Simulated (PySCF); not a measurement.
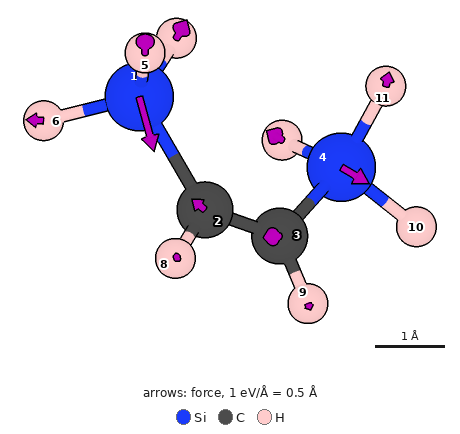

Starting geometry of C2H8Si2 with the computed forces as purple arrows. Style: ball-and-stick. Shown from a free direction.

The start comes from GFN2-xTB. Its atoms were then displaced at random by about 0.01 Å.

These are results of PBE0-D3(BJ)/def2-SVP geometry optimisation, gas phase in PySCF, not measurements. 

Is this structure relaxed? If not, where do the atoms go?

It isn't relaxed: the largest force vector, on a Si atom, is 1.71 eV/Å. The final displacements follow the starting forces only in part (cosine between the two patterns 0.42). After 5 geometry steps the energy has fallen by 12.2 kJ/mol. The atom that moves furthest after the best rigid fit is an H atom (0.12 Å). Largest moves by element: H 0.12 Å, Si 0.05 Å, C 0.05 Å. Among the contacts that change: H–Si 1.439 → 1.495 Å, C–Si 1.846 → 1.886 Å, C–Si 1.911 → 1.874 Å, H–Si 1.471 → 1.495 Å. Among the angles between lasting bonds that change: C–Si–H 106.3° → 110.3°, Si–C–H 112.9° → 116.0°, C–Si–H 107.9° → 110.1°.
